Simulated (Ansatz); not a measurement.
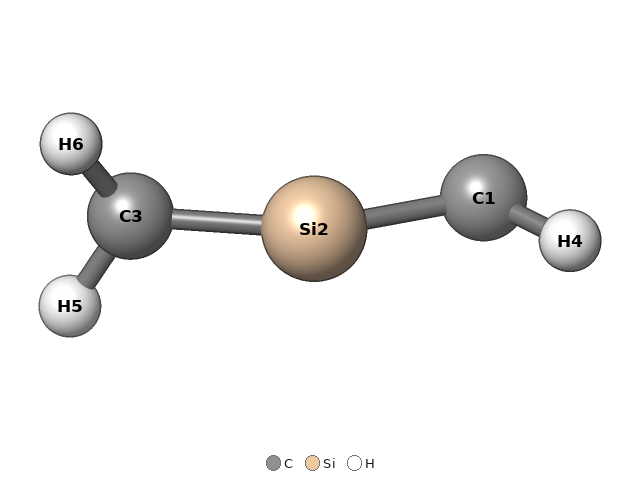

Atoms carry their numbers in the input. State: charge −1, singlet. The geometry was computed by an optimisation with PBE-D4/def2-SVPD. No frequency run is at hand to confirm it as a minimum.

List the bonds and their lengths.

| bond | length (Å) |
| --- | --- |
| C1–Si2 | 1.701 |
| C1–H4 | 1.112 |
| Si2–C3 | 1.766 |
| C3–H5 | 1.104 |
| C3–H6 | 1.104 |
